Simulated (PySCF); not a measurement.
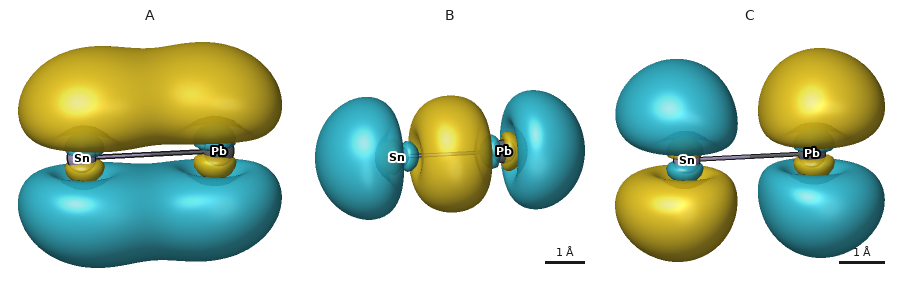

*SnPb (charge +1, quartet). Three frontier α-spin orbitals, each drawn at the value that holds 80 % of its norm (yellow and cyan are the two phases), in no order; of a degenerate pair one member is drawn.*

Core potentials replace the inner electrons of Sn and Pb.

These are results of PBE0/cc-pVDZ(-PP), non-relativistic Hamiltonian with scalar-relativistic core potentials where named, at a bond length of 2.872 Å (PySCF), not measurements.

Label each orbital by symmetry, say whether it is occupied, and order them by energy.

Answer. Orbital B: σ, occupied in this spin, −11.52 eV; shared between the atoms (Sn 55 %, Pb 45 %).
Orbital A: π, occupied in this spin, −10.76 eV; bonding, with no node between the atoms.
Orbital C: π, empty in this spin, −7.67 eV; antibonding, with a node between the atoms.
